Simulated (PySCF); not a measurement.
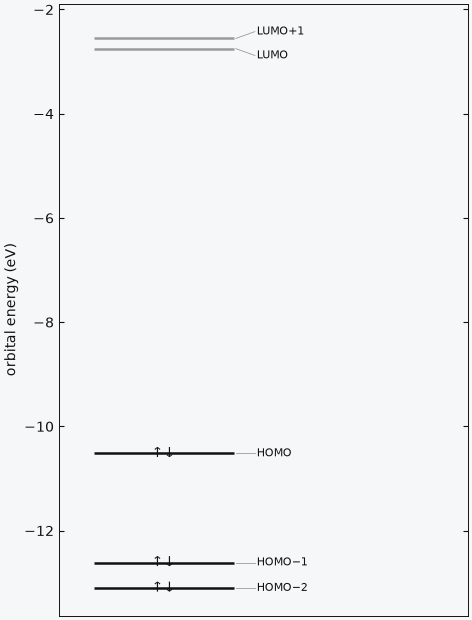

Kohn-Sham orbital energies near the frontier, PBE0/def2-SVPD (IEF-PCM chloroform) with PySCF 2.14.0, at a PBE0-D3(BJ)/def2-SVP geometry (no frequency check); empty levels in grey, levels within 0.03 eV side by side.

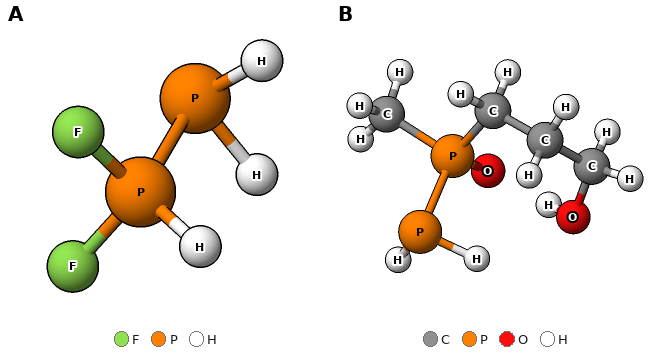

Question: Which molecule has this level scheme? The candidates are drawn in the second picture. Charge and spin: A +1 singlet; B neutral singlet.

Answer: Structure A, P₂H₃F₂⁺, SMILES F[PH+](F)P. HOMO −10.52 eV, LUMO −2.75 eV, separation 7.77 eV.
